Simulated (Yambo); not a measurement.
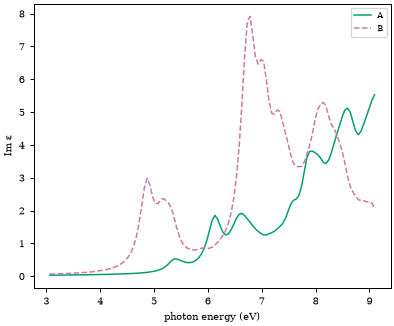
Figure: Two computed absorption spectra of Ba$_{2}$CaTeO$_{6}$ (space group Fm-3m, No. 225) (Yambo, LDA bands with the same scissor, field along x)

**Question.** Which curve includes the electron-hole attraction (BSE)?

**Answer.** Curve B: the attraction moves weight to lower energy (centre of the plotted range 7.1 eV against 7.8 eV). Settings: 4×4×4 mesh, 14 valence and 10 conduction bands, static screening with 98 bands and a 3 Ry block, scissor 1.82 eV, Tamm-Dancoff. The scissor comes from a G0W0 run whose convergence isn't established. Broadening 0.15 eV. The band window holds all transitions up to 9.1 eV. On this mesh the peak heights and the fine structure are mesh artefacts; only the shift of weight is robust.

The standard potential for Te keeps a d shell in the valence without the s and p states of that shell. In tests on such compounds this moved G0W0 gaps by up to about 0.9 eV, so absolute quasiparticle energies here are unreliable; differences between settings are what counts.

Spin-orbit coupling is not included.

Geometry of the Materials Project entry, not relaxed at this level; primitive cell a = b = c = 6.0165 Å, α = β = γ = 60.00°.
